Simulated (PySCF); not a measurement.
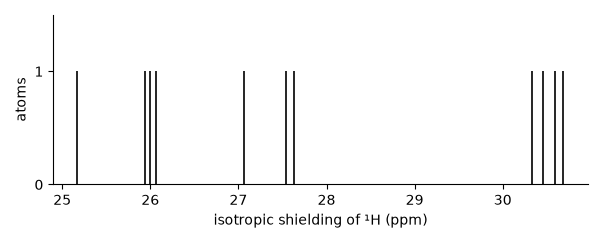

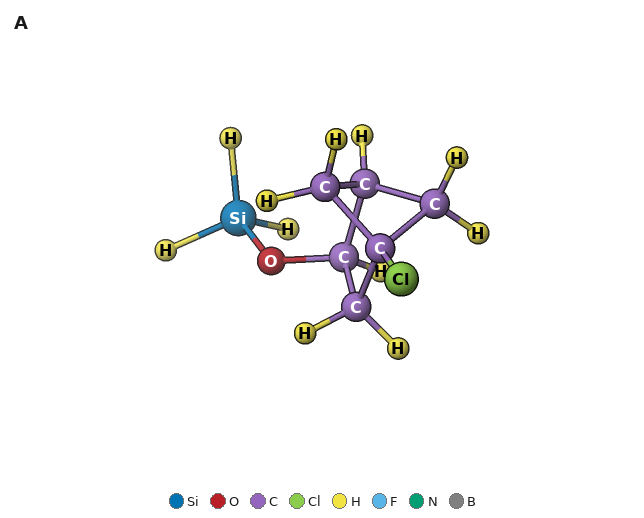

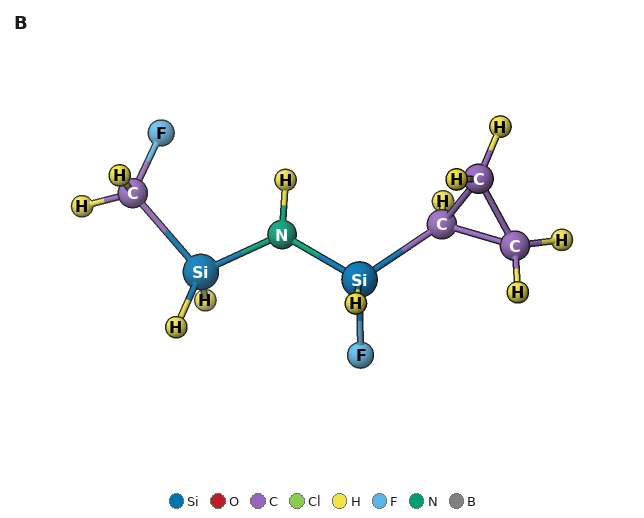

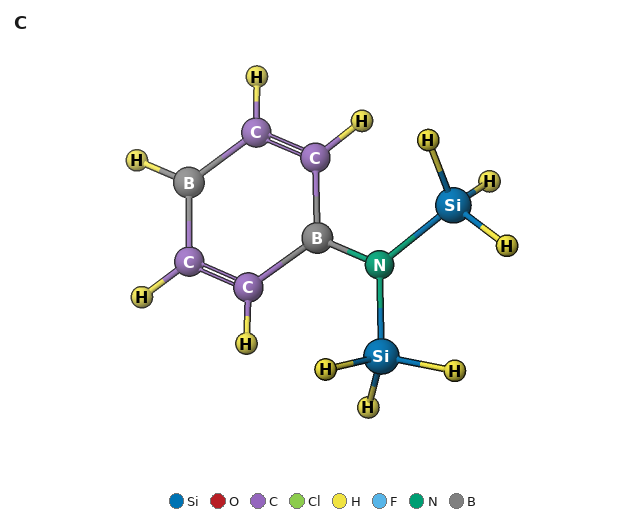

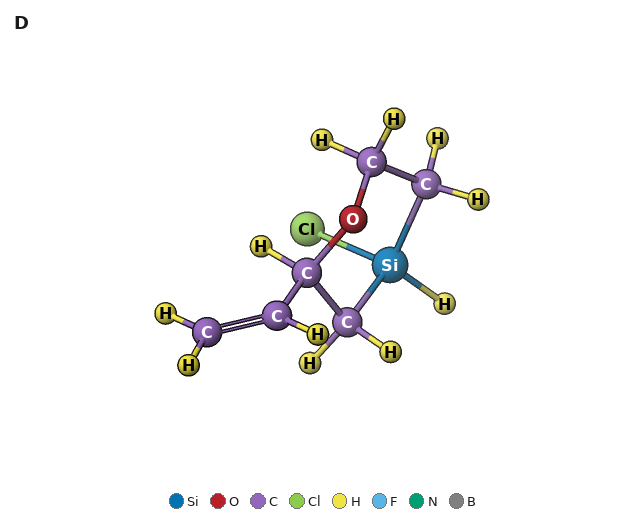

The sticks are computed shieldings of one of the molecules, for one fixed geometry (PBE0-D3(BJ)/def2-SVP) without averaging over rotations. Low shielding means a high chemical shift. Method: GIAO PBE0/pcSseg-1 NMR shielding, non-relativistic, gas phase (PySCF 2.14.0).

Match the spectrum to a structure.

D, `C=C[C@@H]1C[Si@@H](Cl)CCO1`. Its 11 H atoms give lines at 25.17, 25.94, 26.00, 26.07, 27.06, 27.54, 27.63, 30.33, 30.46, 30.60, 30.69 ppm.

The geometry is semi-empirical. Around Si such bond lengths and angles can be off by a tenth of an ångström or more and by several degrees, and values that hang on the shape move with them.
